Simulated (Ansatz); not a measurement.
H$_{4}$InNO$_{2}$···H$_{2}$O

The calculation's input:

```
crystal:
  periodic: [false, false, false]
  atoms:
    - { symbol: In, position_ang: [0.0, 0.0, 0.0] }
    - { symbol: O, position_ang: [0.0, 0.0, 2.34] }
    - { symbol: H, position_ang: [-0.9095, -0.2814, 2.6771] }
    - { symbol: O, position_ang: [1.7233, 0.0, -0.995] }
    - { symbol: H, position_ang: [2.0232, -0.9519, -1.1499] }
    - { symbol: O, position_ang: [-1.7233, 0.0, -0.995] }
    - { symbol: H, position_ang: [-2.233, -0.8467, -0.7865] }
    - { symbol: "N", position_ang: [0.1089, 2.3035, 0.7662] }
    - { symbol: H, position_ang: [0.5025, 2.525, 1.7252] }
    - { symbol: H, position_ang: [-0.2371, 3.0868, 0.1415] }
    - { symbol: H, position_ang: [0.0655, 1.3855, 1.9381] }
basis:
  gaussian: { orbitals: def2-SVP }
hamiltonian:
  xc: pbe
  dispersion: d4
relax:
  f_tol: 0.15
  max_steps: 25
  restrain:
    - { distance: [0, 7], at: 2.13, k: 30.0 }
    - { distance: [10, 1], at: 1.01, k: 30.0 }
    - { distance: [0, 1], at: 3.19, k: 30.0 }
    - { distance: [10, 7], at: 2.26, k: 30.0 }
output:
  orbitals: {}
```

Command:

```sh
ansatz run input.yaml --threads 4 --pin off --max-ram 5120MiB --backend cpu --events-out ev --progress --plain --runs-dir out
```

The fields are those of the run's last geometry, not of the input's.

Core potentials replace the inner electrons of In; not at a stationary point (largest force 0.8 eV/Å).

Theory: RKS PBE-D4/def2-SVP in Ansatz.

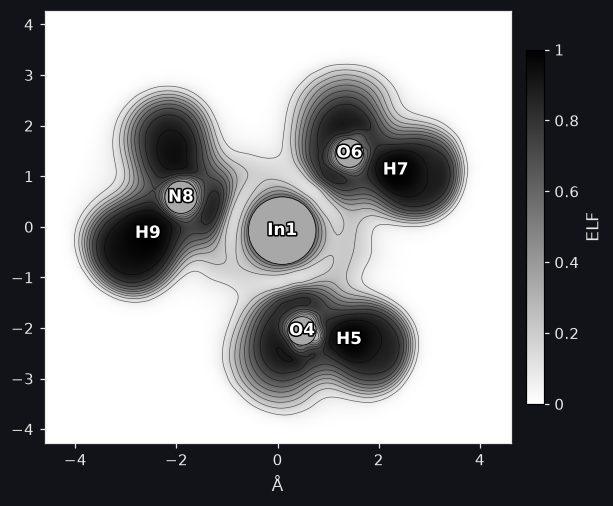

Figure 1. Electron localisation function on the plane of atoms In1, O6 and H7. Grey discs cover the atomic cores.

Question: Interpret the plot.

Answer: The plane passes through In, O, H and N nuclei. In–O (2.02 Å): the ELF peaks at about 0.80 in the valence shell of O, 0.6 Å from its nucleus, and drops to about 0.15 between the two atoms. In–N (2.11 Å): the ELF peaks at about 0.85 in the valence shell of N, 0.6 Å from its nucleus, and drops to about 0.15 between the two atoms. O–H (0.98 Å): the ELF climbs to about 1 towards the hydrogen, as it does in any bond to H (an ordinary covalent bond to hydrogen). N–H (1.03 Å): the ELF climbs to about 1 towards the hydrogen (a covalent bond by its length). The ELF also peaks beside O4 and O6, away from the bonds: lone-pair regions.

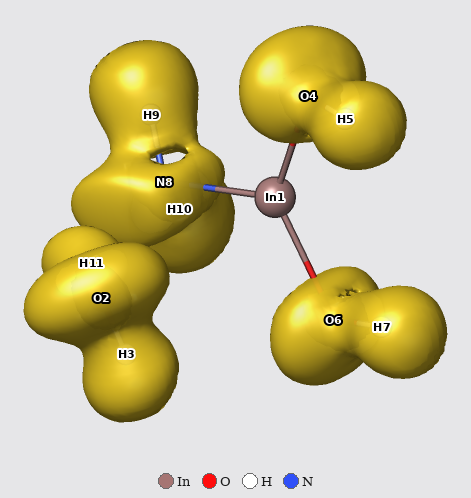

Figure 2. Isosurface of the ELF at 0.75 (yellow), seen at a tilt. Only the valence region is drawn (cores and ρ < 0.01 e/Å³ removed).

Question: What do the ELF domains correspond to?

Answer: At this value the surface marks out one joined region spread over several atoms (H, N), in which their bonds and any lone pairs are merged and three joined regions spread over several atoms (H, O), in which their bonds and any lone pairs are merged. Profiles from the grid: N8···H11 (2.25 Å): the ELF dips to about 0.10 between them: by its geometry a hydrogen bond between the two molecules, with no shared pair.

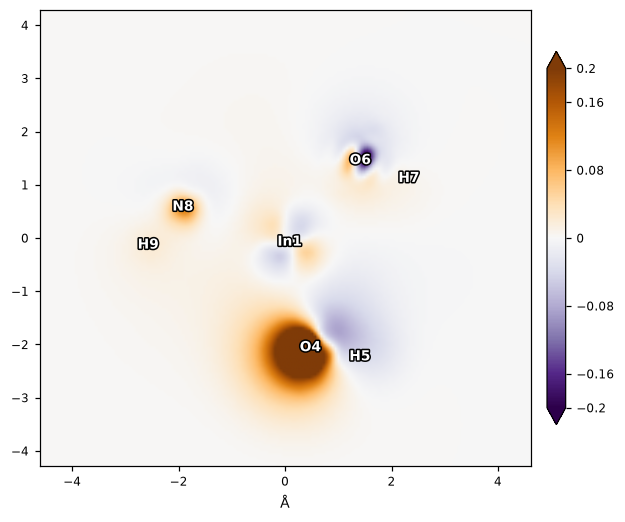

Figure 3. The HOMO−1 on the plane of atoms In1, O6 and H7 (values in Å⁻³ᐟ²; the overall sign is arbitrary).

Question: Where does this orbital lie, and at what energy?

Answer: Its weight (Hirshfeld) is mainly on O6 (about 45 %), O4 (about 40 %) and In1 (about 5 %); largely a combination of lone pairs on O6 and O4. Its energy is −6.30 eV.
